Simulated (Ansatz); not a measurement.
InAs (zinc blende), conventional cell a = b = c = 6.0869 Å, α = β = γ = 90.00°. The calculation uses the primitive cell of 2 atoms, to which meshes and values per cell refer.

E(V) scan at fixed shape, V₀ the volume above. Symmetry pins the atoms to their sites.

The numbers are results of PBEsol (plane waves to 420 eV, PAW, scalar-relativistic; Ansatz, a first-principles code), not measurements. k mesh 9×9×9 (Γ-centred), Fermi-Dirac smearing 0.05 eV. Energies are smeared free energies. Stress and pressure are positive under compression. At this level the bands of InAs touch or barely overlap; measurements give the solid a gap. InAs was relaxed with its symmetry unable to fall. ΔE is measured from the relaxed starting cell.

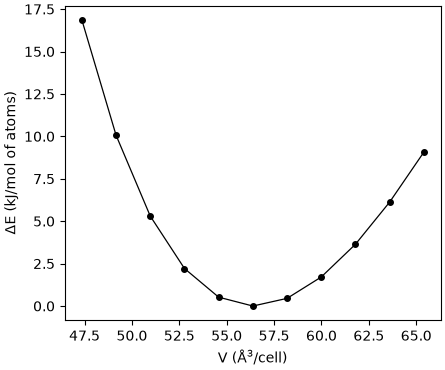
Fig. 1. ΔE (kJ/mol of atoms) against V (Å³/cell); computed points joined by lines.

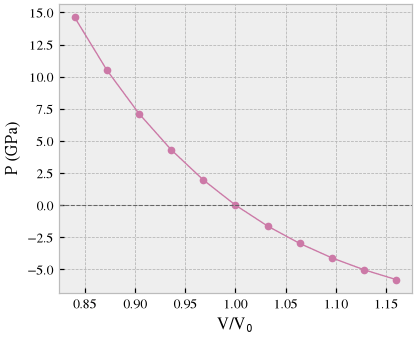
Figure. P (GPa) against V/V₀; markers are the computed points, lines only join them.

The pressure for 5 % compression (fit) comes out as 3.2 GPa. The energy cost of the largest expansion comes out as 94 meV/atom, the pressure at the smallest volume is 14.6 GPa and the equilibrium volume of the fit is 28.20 Å³/atom. The pressure derivative B₀′ (fit) is 4.7.

P = (3B₀/2)(x⁷ − x⁵)[1 + ¾(B₀′ − 4)(x² − 1)] with x = (1/0.95)^(1/3), B₀ = 55.5 GPa and B₀′ = 4.70.

(Under strain, the slope of the energy per volume gives the stress and its curvature an elastic modulus.)
